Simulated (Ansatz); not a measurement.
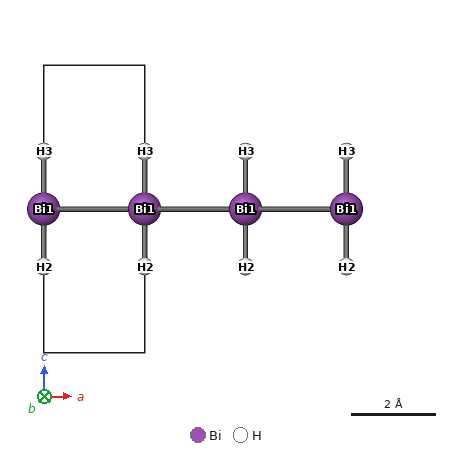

A crystal of BiH$_{2}$ (a generated structure, set up in P6/mmm) (coarse preliminary run), before the relaxation. The picture is a ball-and-stick view of the cell of the calculation, repeated 3 × 1 × 1 with one cell outlined, seen along the b axis.

The calculation used DFT PBE, scalar-relativistic, plane waves, PAW in Ansatz.

Input file:
```yaml
crystal:
  lattice:
    - [2.78774792, 0.0, 0.0]
    - [-1.39387396, 2.41426052, 0.0]
    - [0.0, 0.0, 6.88235449]
  atoms:
    - { symbol: Bi, position: [0.0, 0.0, 0.5] }
    - { symbol: H, position: [0.0, 0.0, 0.30000206] }
    - { symbol: H, position: [0.0, 0.0, 0.69999794] }
basis:
  ecutwfc: 420
kpoints:
  mp_grid: { grid: [6, 6, 4] }
hamiltonian:
  xc: pbe
scf:
  occupations: { method: gaussian, width: 0.1 }
  lower_state_search: "off"
output:
  forces: true
  stress: true
  eigenvalues: true
relax:
  adjacent_minimum: "off"
  f_tol: 0.04
  max_steps: 70
  cell: { stress_tol: 0.4 }
```

Command:
```bash
ansatz run input.yaml --threads 1 --pin off --max-ram 2048MiB --backend cpu --events-out ev --progress --plain --runs-dir out
```

Predict the outcome.

The largest moves relative to the cell, 1.99 Å, are those of H2 and H3. H2 goes along −c. Bi stays in place. The drawn cell changes as follows: a = b 2.788 → 3.349 Å (+20.1 %), c 6.882 → 7.876 Å (+14.4 %); the volume changes by +65.1 %. Some distances before and after: H2–H3 4.129 → 0.751 Å, Bi1–H2 1.376 → 3.562 Å, Bi1–Bi1 2.788 → 3.349 Å. New bonds form: H2–H3 (4.13 → 0.75 Å). Bonds break: Bi1–H2 (1.38 → 3.56 Å), Bi1–H3 (1.38 → 3.56 Å). The space group stays P6/mmm (No. 191). Over 25 accepted moves (27 points after the start) the energy falls by 3019 meV per atom. Largest force component: 12 eV/Å at the start, 0.032 eV/Å at the end. Pressure: 77.26 GPa at the start and 0.03 GPa at the end. The SCF was repeated twice at an unchanged geometry on a basis and grid sized afresh for the cell, which shifted the energy by 22.2 meV per atom at most.

Step by step:

| step | E − E(0), meV/atom | largest force component, eV/Å | pressure, GPa | volume, Å³/atom | note |
| --- | --- | --- | --- | --- | --- |
| 0 | 0.00 | 12.4692 | 77.26 | 15.440 |  |
| 1 | -1555.80 | 4.2041 | 32.35 | 17.566 |  |
| 2 | -1998.03 | 2.0799 | 14.93 | 19.933 |  |
| 3 | -2200.51 | 0.7953 | 4.76 | 22.377 |  |
| 4 | -2254.98 | 0.2477 | 0.78 | 22.595 |  |
| 5 | -2261.47 | 0.1037 | -0.51 | 22.780 |  |
| 6 | -2278.35 | 0.0832 | -1.47 | 22.042 |  |
| 7 | -2304.59 | 0.2280 | -1.57 | 21.042 |  |
| 8 | -2345.58 | 0.5255 | -0.99 | 19.841 |  |
| 9 | -2423.49 | 0.9164 | -1.52 | 18.992 |  |
| 10 | -2536.38 | 1.4782 | -1.47 | 18.091 |  |
| 11 | -2697.40 | 2.0221 | -0.14 | 17.176 |  |
| 12 | -2785.43 | 0.2203 | 3.67 | 16.586 |  |
| 13 | -2871.26 | 0.7759 | 0.94 | 17.334 |  |
| 14 | -2917.73 | 0.8609 | 0.09 | 18.127 |  |
| 15 | -2919.82 | 2.6676 | 2.83 | 18.831 |  |
| 16 | -2961.80 | 0.4259 | 0.74 | 19.181 |  |
| 17 | -2979.95 | 0.1983 | 0.86 | 19.995 |  |
| 18 | -2987.47 | 0.3338 | 0.34 | 21.227 |  |
| 19 | -2989.98 | 0.0085 | 0.17 | 21.771 |  |
| 20 | -2990.35 | 0.0408 | 0.05 | 22.313 |  |
| 21 | -2990.29 | 0.0011 | 0.00 | 22.469 |  |
| 22 | -3012.54 | 0.0383 | 1.22 | 22.469 | same geometry, new basis |
| 23 | -3016.58 | 0.1879 | -0.08 | 23.858 |  |
| 24 | -3017.09 | 0.2056 | 0.09 | 24.780 |  |
| 25 | -3017.30 | 0.0729 | 0.04 | 25.000 |  |
| 26 | -3017.08 | 0.0246 | 0.02 | 25.494 |  |
| 27 | -3019.37 | 0.0319 | 0.03 | 25.494 | same geometry, new basis |

The structure at the end:

```
Bi H
1.0
     3.34856    0.00000    0.00000
    -1.67428    2.89994    0.00000
     0.00000    0.00000    7.87628
Bi H
1 2
Direct
  0.00000 0.00000 0.50000
  0.00000 0.00000 0.04770
  0.00000 0.00000 0.95230
```

After the run, drawn alike:

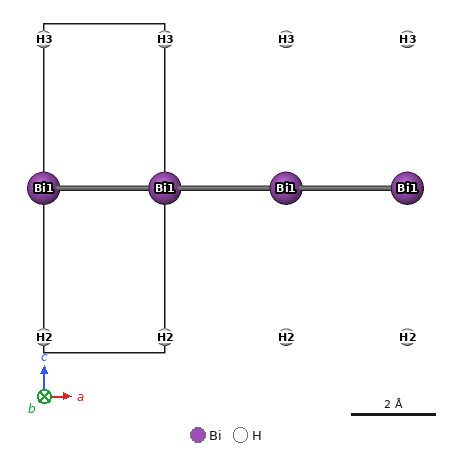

Limits of the set-up: the k-point mesh is coarse for a cell with partly filled bands.
